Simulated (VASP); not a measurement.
Band structure of ZrO2 (space group Pca2_1). Level of theory: r2SCAN meta-GGA, VASP's PBE PAW potentials (set 64) (plane waves; VASP 6.6.1).

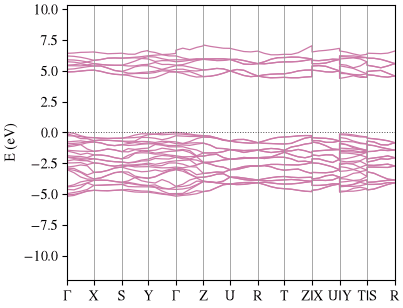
*Bands along high-symmetry lines, zero at the valence-band maximum or, without a gap, the Fermi level*

Task: Read the plot: is there a gap, and where are the band edges?

Result: The gap is indirect, 4.37 eV, from the valence maximum at Γ to the conduction minimum at (0.20, 0.40, 0.40).

The structure comes from a computed database's ZrO2 entry (Pca2_1); how it stands against other phases isn't given here. It was relaxed first.
